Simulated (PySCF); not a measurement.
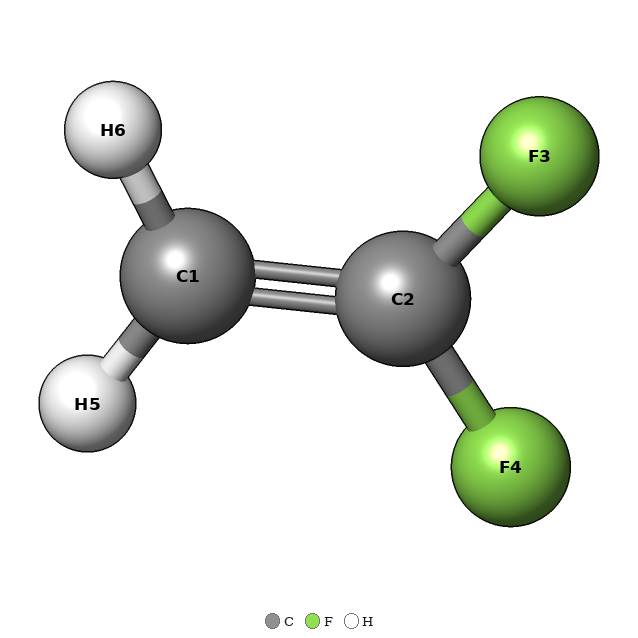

The geometry was computed by an optimisation with PBE0-D3(BJ)/def2-SVP. No frequency run is at hand to confirm it as a minimum. Method: KT2/pcJ-1 indirect spin-spin coupling, non-relativistic, gas phase (PySCF 2.14.0). Isotopes: 13C, 19F, 1H.

Give the spin–spin coupling constants of these pairs, with the number of bonds between them: C1/C2, C1/H6, C1/H5, C2/F3, C2/F4, C1/F4, C1/F3, C2/H6, F3/F4, H5/H6, F3/H6, F3/H5, F4/H6.

| pair | bonds apart | J (Hz) |
| --- | --- | --- |
| C1, C2 | 1 | 101.8 |
| C1, H6 | 1 | 177.7 |
| C1, H5 | 1 | 177.7 |
| C2, F3 | 1 | −415.4 |
| C2, F4 | 1 | −415.6 |
| C1, F4 | 2 | 12.9 |
| C1, F3 | 2 | 13.1 |
| C2, H6 | 2 | 3.0 |
| F3, F4 | 2 | −179.7 |
| H5, H6 | 2 | −5.6 |
| F3, H6 | 3 | −3.7 |
| F3, H5 | 3 | 33.1 |
| F4, H6 | 3 | 33.0 |

Density functionals are unreliable for couplings to fluorine, so those rows may be far off.
